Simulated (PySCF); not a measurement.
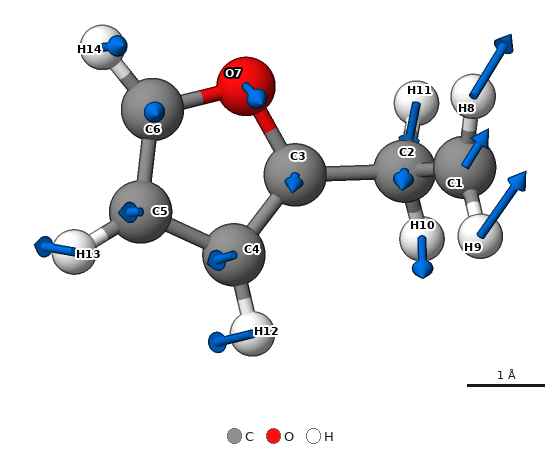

A relaxation of C$_{6}$H$_{7}$O (multiplicity 2). The starting structure is drawn; blue arrows show the displacements, magnified 3 times. The two geometries are superimposed by the best rigid fit.

Style: ball-and-stick. Shown face on.

The start comes from GFN2-xTB.

These are results of PBE0-D3(BJ)/def2-SVP geometry optimisation, gas phase in PySCF 2.14.0, density-fitted response routines, not measurements. 

> Which element moves most?

Hydrogen: up to 0.39 Å, against 0.26 Å for oxygen.

> What happened in the run?

Over 11 geometry steps the energy falls by 0.100 eV. Largest force component: 0.72 eV/Å at the start, 0.018 eV/Å at the end. The largest moves after the best rigid fit, 0.39 Å, are those of H8 and H12. Largest moves by element: H 0.39 Å, O 0.26 Å, C 0.21 Å. Some distances before and after: C1–H8 1.073 → 1.092 Å, C4–C5 1.416 → 1.431 Å, C1–C2 1.479 → 1.493 Å, C2–H10 1.091 → 1.101 Å. Bond angles that change, for instance: C1–C2–C3 105.6° → 112.8°, H10–C2–H11 110.0° → 106.9°, C3–C2–H10 109.2° → 107.1°. Groups turn about C2–C3 by about 25°. The run took roughly 3 core-minutes on a shared host.
